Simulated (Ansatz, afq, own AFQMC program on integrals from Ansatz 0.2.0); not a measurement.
# SiGeH2 (triplet): AFQMC on the coupled-cluster ladder, cc-pVDZ

Aim: compute SiGeH2 (triplet) with auxiliary-field quantum Monte Carlo on the same integrals as coupled cluster, and set the energies side by side.

Program: Ansatz 0.2.0, Gaussian basis, and an in-house AFQMC program (afq) on its integrals; all values are calculated. Level of theory: cc-pVDZ, frozen cores. These are calculated values, not measurements.

The runs, in order: PBE (unrestricted); r2SCAN (unrestricted); PBE0 (unrestricted); B3LYP (unrestricted); wB97M-V (unrestricted); B2PLYP (unrestricted); CCSD(T) on UHF; CCSDT(Q) on UHF; Phaseless AFQMC, CISD trial on UHF; Phaseless AFQMC, single-determinant trial on UHF; Free-projection AFQMC, CISD trial on UHF.

2 further runs of the same task are left out: 2 that didn't finish.

### Step 1. The geometry

The geometry is a PBE0/def2-TZVP stationary point (not a proven minimum) of the parent state, kept for this charge and spin. No spin-orbit coupling is included. The filled d shell of Ge may be among the frozen orbitals whatever the setting's name suggests; the logs give the count.

4 atoms, charge 0, spin multiplicity 3.

Atoms are counted from 1 here; the program's logs count them from 0.

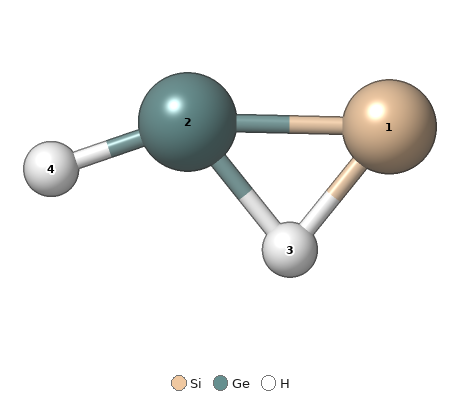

The geometry (silicon light orange, germanium teal, hydrogen white); atoms are numbered from 1 in the order of the file.

Coordinates:

```xyz
4
GeH2Si
Si    0.0000   -0.0039    1.5661
Ge    0.0000   -0.0238   -0.5845
H     0.0000    1.3266    0.5226
H     0.0000    0.5003   -2.0341
```

### Step 2. PBE (unrestricted)

Input file in.yaml:

```yaml
crystal:
  periodic: [false, false, false]
  atoms:
    - {symbol: Si, position_ang: [0.000000, -0.003907, 1.566064]}
    - {symbol: Ge, position_ang: [0.000000, -0.023839, -0.584529]}
    - {symbol: H, position_ang: [0.000000, 1.326646, 0.522598]}
    - {symbol: H, position_ang: [0.000000, 0.500279, -2.034109]}
basis:
  gaussian: {orbitals: cc-pVDZ}
magnetization: {spin_polarized: true, initial_magnetization: 2}
hamiltonian: {xc: {name: PBE}}
output: {orbitals: {seedname: orbitals}}
```

Started as:

```console
> ansatz run in.yaml --threads 1 --pin off --events-out ev --progress --plain --max-ram 1843MiB
```

The log of the run:

```text
Functional definition: PBE
  name "PBE"
  cite "Perdew, Burke & Ernzerhof, Phys. Rev. Lett. 77, 3865 (1996) doi:10.1103/PhysRevLett.77.3865"
  parent pbe
  parameter kappa = 0.804
  parameter beta = 0.06672455060314922
  exchange = pbe_x(kappa = kappa, mu = beta*pi^2/3)
  correlation = pbe_c(beta = beta)
599 factors; integrals over basis functions are off by at most 1.3e-3 eV
mean field evaluation 1: about -64409.7746 eV, gradient 9.0e0 eV
mean field evaluation 2: about -64410.0813 eV, gradient 6.5e0 eV
mean field evaluation 4: about -64410.4889 eV, gradient 7.2e-1 eV
mean field evaluation 8: about -64410.4927 eV, gradient 1.9e-2 eV
mean field evaluation 16: about -64410.4927 eV, gradient 2.4e-5 eV
mean field evaluation 32: about -64408.9952 eV, gradient 2.4e-1 eV
mean field -64410.49272419 eV, -2367.0419486139 hartree, gradient 5.2e-6 eV, S^2 2.006495; 7 other end points of the search recorded, 0 dependent functions left out
reference -64410.49275514 eV, -2367.0419497515 hartree; 25, 23 occupied and 30, 32 virtual orbitals, 599 factors
Total energy: -64410.49275514 eV, -2367.0419497515 hartree
```

Wall time 4.2 s (1 thread of Intel Xeon 6975P-C (Granite Rapids), shared host); peak memory 0.34 GiB.

From the report: ⟨S²⟩ of the determinant 2.006 (pure triplet: 2.00).

### Step 3. r2SCAN (unrestricted)

Edit in.yaml of step 2 so:

```diff
@@ -10,3 +10,2 @@
 magnetization: {spin_polarized: true, initial_magnetization: 2}
-hamiltonian: {xc: {name: PBE}}
-output: {orbitals: {seedname: orbitals}}
+hamiltonian: {xc: {name: r2SCAN}}
```

The command is unchanged.

The log of the run, shortened:

```text
Functional definition: r2SCAN
  name "r2SCAN"
  cite "Furness, Kaplan, Ning, Perdew & Sun, J. Phys. Chem. Lett. 11, 8208 (2020) doi:10.1021/acs.jpclett.0c02405"
  cite "Furness, Kaplan, Ning, Perdew & Sun, J. Phys. Chem. Lett. 11, 9248 (2020) doi:10.1021/acs.jpclett.0c03077"
  parent r2scan
[...]
599 factors; integrals over basis functions are off by at most 1.3e-3 eV
[...]
mean field -64422.00779660 eV, -2367.4651197199 hartree, gradient 9.3e-6 eV, S^2 2.014848; 7 other end points of the search recorded, 0 dependent functions left out
reference -64422.00780673 eV, -2367.4651200920 hartree; 25, 23 occupied and 30, 32 virtual orbitals, 599 factors
Total energy: -64422.00780673 eV, -2367.4651200920 hartree
```

Wall time 15 s (1 thread of Intel Xeon 6975P-C (Granite Rapids), shared host); peak memory 0.34 GiB.

From the report: ⟨S²⟩ of the determinant 2.015 (pure triplet: 2.00).

### Step 4. PBE0 (unrestricted)

Edit in.yaml of step 3 so:

```diff
@@ -10,2 +10,3 @@
 magnetization: {spin_polarized: true, initial_magnetization: 2}
-hamiltonian: {xc: {name: r2SCAN}}
+hamiltonian: {xc: {name: PBE0}}
+output: {orbitals: {seedname: orbitals}}
```

Same command.

The log of the run, shortened:

```text
Functional definition: PBE0
  name "PBE0"
  cite "Adamo & Barone, J. Chem. Phys. 110, 6158 (1999) doi:10.1063/1.478522"
  cite "Perdew, Burke & Ernzerhof, Phys. Rev. Lett. 77, 3865 (1996) doi:10.1103/PhysRevLett.77.3865"
  parent pbe
[...]
599 factors; integrals over basis functions are off by at most 1.3e-3 eV
[...]
mean field -64412.61781849 eV, -2367.1200443892 hartree, gradient 4.8e-6 eV, S^2 2.012204; 4 other end points of the search recorded, 0 dependent functions left out
reference -64412.61784170 eV, -2367.1200452420 hartree; 25, 23 occupied and 30, 32 virtual orbitals, 599 factors
Total energy: -64412.61784170 eV, -2367.1200452420 hartree
```

Wall time 5.5 s (1 thread of Intel Xeon 6975P-C (Granite Rapids), shared host); peak memory 0.34 GiB.

From the report: ⟨S²⟩ of the determinant 2.012 (pure triplet: 2.00).

### Step 5. B3LYP (unrestricted)

Edit in.yaml of step 4 so:

```diff
@@ -10,3 +10,2 @@
 magnetization: {spin_polarized: true, initial_magnetization: 2}
-hamiltonian: {xc: {name: PBE0}}
-output: {orbitals: {seedname: orbitals}}
+hamiltonian: {xc: {name: B3LYP}}
```

Same command.

The log of the run, shortened:

```text
Functional definition: B3LYP
  name "B3LYP"
  cite "Stephens, Devlin, Chabalowski & Frisch, J. Phys. Chem. 98, 11623 (1994) doi:10.1021/j100096a001"
  cite "Becke, Phys. Rev. A 38, 3098 (1988) doi:10.1103/PhysRevA.38.3098"
  cite "Lee, Yang & Parr, Phys. Rev. B 37, 785 (1988) doi:10.1103/PhysRevB.37.785"
  cite "Vosko, Wilk & Nusair, Can. J. Phys. 58, 1200 (1980) doi:10.1139/p80-159"
[...]
599 factors; integrals over basis functions are off by at most 1.3e-3 eV
[...]
mean field -64424.81108145 eV, -2367.5681385380 hartree, gradient 9.2e-6 eV, S^2 2.007843; 4 other end points of the search recorded, 0 dependent functions left out
reference -64424.81128456 eV, -2367.5681460021 hartree; 25, 23 occupied and 30, 32 virtual orbitals, 599 factors
Total energy: -64424.81128456 eV, -2367.5681460021 hartree
```

Wall time 7 s (1 thread of Intel Xeon 6975P-C (Granite Rapids), shared host); peak memory 0.34 GiB.

From the report: ⟨S²⟩ of the determinant 2.008 (pure triplet: 2.00).

### Step 6. wB97M-V (unrestricted)

Edit in.yaml of step 5 so:

```diff
@@ -10,2 +10,3 @@
 magnetization: {spin_polarized: true, initial_magnetization: 2}
-hamiltonian: {xc: {name: B3LYP}}
+hamiltonian: {xc: {name: wB97M-V}}
+output: {orbitals: {seedname: orbitals}}
```

The command is unchanged.

The log of the run, shortened:

```text
Functional definition: wB97M-V
  name "wB97M-V"
  cite "Mardirossian & Head-Gordon, J. Chem. Phys. 144, 214110 (2016) doi:10.1063/1.4952647"
  cite "Becke, J. Chem. Phys. 107, 8554 (1997) doi:10.1063/1.475007"
  cite "Vydrov & Van Voorhis, J. Chem. Phys. 133, 244103 (2010) doi:10.1063/1.3521275"
  # Of w^i u^j: cxij and so on, Table III.
[...]
  gx(w, u) = 1 - cx + cx01*u + cx10*w
  gss(w, u) = css00 + css04*u^4 + css10*w + css20*w^2 + css43*w^4*u^3
  gos(w, u) = cos00 + cos10*w + (cos20 + cos21*u)*w^2 + (cos60 + cos61*u)*w^6
[...]
      + integral(e_c_pw_mod_opposite_spin*gos(b97_w_opposite, b97_u_opposite)) + vv10(b, c)
599 factors; integrals over basis functions are off by at most 1.3e-3 eV
182 factors; integrals over basis functions are off by at most 6.8e-6 eV
[...]
mean field -64419.09876743 eV, -2367.3582148696 hartree, gradient 8.8e-6 eV, S^2 2.007851; 3 other end points of the search recorded, 0 dependent functions left out
reference -64419.09879954 eV, -2367.3582160497 hartree; 25, 23 occupied and 30, 32 virtual orbitals, 599 factors
Total energy: -64419.09879954 eV, -2367.3582160497 hartree
```

Wall time 13 s (1 thread of Intel Xeon 6975P-C (Granite Rapids), shared host); peak memory 0.34 GiB.

From the report: ⟨S²⟩ of the determinant 2.008 (pure triplet: 2.00).

### Step 7. B2PLYP (unrestricted)

Edit in.yaml of step 6 so:

```diff
@@ -10,3 +10,3 @@
 magnetization: {spin_polarized: true, initial_magnetization: 2}
-hamiltonian: {xc: {name: wB97M-V}}
-output: {orbitals: {seedname: orbitals}}
+hamiltonian: {xc: {name: B2PLYP}}
+correlation: {electrons: outside_noble_gas}
```

Same command.

The log of the run, shortened:

```text
Functional definition: B2PLYP
  name "B2PLYP"
  cite "Grimme, J. Chem. Phys. 124, 034108 (2006) doi:10.1063/1.2148954"
  cite "Becke, Phys. Rev. A 38, 3098 (1988) doi:10.1103/PhysRevA.38.3098"
  cite "Lee, Yang & Parr, Phys. Rev. B 37, 785 (1988) doi:10.1103/PhysRevB.37.785"
[...]
599 factors; integrals over basis functions are off by at most 1.3e-3 eV
[...]
mean field -64406.45995891 eV, -2366.8937472235 hartree, gradient 2.9e-6 eV, S^2 2.016642; 6 other end points of the search recorded, 0 dependent functions left out
19 core orbitals not correlated: weight in the atoms' cores, before any rotation towards them, 0.999 or more for the frozen orbitals, at most 0.001 for the correlated occupied ones
reference -64406.46008640 eV, -2366.8937519087 hartree; 6, 4 occupied and 30, 32 virtual orbitals, 599 factors
second order -5.50097036 eV of doubles, -0.00000000 eV of singles
Total energy: -64407.94534840 eV, -2366.9483342803 hartree
```

It took 9 s on 1 thread of Intel Xeon 6975P-C (Granite Rapids), shared host; peak memory 0.34 GiB.

From the report: ⟨S²⟩ of the determinant 2.017 (pure triplet: 2.00).

### Step 8. CCSD(T) on UHF

Edit in.yaml of step 7 so:

```diff
@@ -10,3 +10,2 @@
 magnetization: {spin_polarized: true, initial_magnetization: 2}
-hamiltonian: {xc: {name: B2PLYP}}
-correlation: {electrons: outside_noble_gas}
+correlation: {method: ccsd_t, electrons: outside_noble_gas, hamiltonian_folder: ham}
```

Launched as before.

The log of the run, shortened:

```text
Functional definition: HF
  name "HF"
  cite "Fock, Z. Phys. 61, 126 (1930) doi:10.1007/BF01340294"
  parent pbe
[...]
599 factors; integrals over basis functions are off by at most 1.3e-3 eV
[...]
mean field -64362.41848087 eV, -2365.2752527577 hartree, gradient 2.4e-6 eV, S^2 2.045466; 11 other end points of the search recorded, 0 dependent functions left out
determinant -64362.41848087 eV, -2365.2752527577 hartree, with singles and doubles -64367.47383912 eV, -2365.4610337469 hartree
determinant -64362.26224240 eV, -2365.2695110998 hartree, with singles and doubles -64367.54361679 eV, -2365.4635980288 hartree
determinant -64360.50201613 eV, -2365.2048239775 hartree, with singles and doubles -64366.06015133 eV, -2365.4090816788 hartree
determinant -64360.42757372 eV, -2365.2020882697 hartree, with singles and doubles -64365.83308427 eV, -2365.4007371183 hartree
determinant -64360.05095307 eV, -2365.1882477160 hartree, with singles and doubles -64365.24868821 eV, -2365.3792609592 hartree
determinant -64359.16843992 eV, -2365.1558159557 hartree, with singles and doubles -64364.70894526 eV, -2365.3594257717 hartree
determinant -64362.41848087 eV, -2365.2752527577 hartree, with singles and doubles -64367.47484030 eV, -2365.4610705395 hartree
determinant -64362.26224240 eV, -2365.2695110998 hartree, with singles and doubles -64367.54413858 eV, -2365.4636172042 hartree
19 core orbitals not correlated: weight in the atoms' cores, before any rotation towards them, 0.999 or more for the frozen orbitals, at most 0.001 for the correlated occupied ones
reference -64362.26224240 eV, -2365.2695110998 hartree; 6, 4 occupied and 30, 32 virtual orbitals, 599 factors
second order -4.28820860 eV of doubles, -0.00000000 eV of singles
cycle   1  -5.28190091 eV  change   -4.7e-6 eV  update   5.2e-6
perturbative correction -0.21655222 eV, -0.0079581471 hartree
Total energy: -64367.76069552 eV, -2365.4715755252 hartree
```

Wall time 17 s (1 thread of Intel Xeon 6975P-C (Granite Rapids), shared host); peak memory 0.34 GiB.

From the report: ⟨S²⟩ of the determinant 2.054 (pure triplet: 2.00); correlation -5.4985 eV; T1 0.025; largest double amplitude 0.06.

This run also writes the integrals to the folder ham.

(Part 1 of 2 ends here.)
